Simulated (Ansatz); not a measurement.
# A computed series for MgO: pressure series

Consider MgO in the rock salt structure (space group Fm-3m, No. 225; a = 4.2544 Å).

Cell and atoms are relaxed at each pressure.

The values are results of Kohn–Sham DFT with the PBE functional, run in Ansatz (a first-principles code) with PAW and 420 eV plane waves, without spin-orbit coupling, earlier PAW set, not measurements.

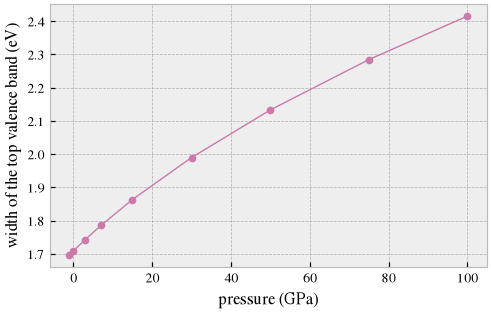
Figure: Width of the top valence band against pressure

**Question.** From the plot, what is the width of the top valence band for pressure 3 GPa?

**Answer.** About 1.74 eV.

**Question.** Is the trend monotonic over the range shown?

**Answer.** Yes, it rises throughout, spanning 1.70 eV to 2.42 eV.

The levels and masses belong to the bands next to the band gap. Load acts through the strain it causes; cell and atoms are relaxed under it. Whether these cells are dynamically stable was not tested. No other phases were tried under pressure.
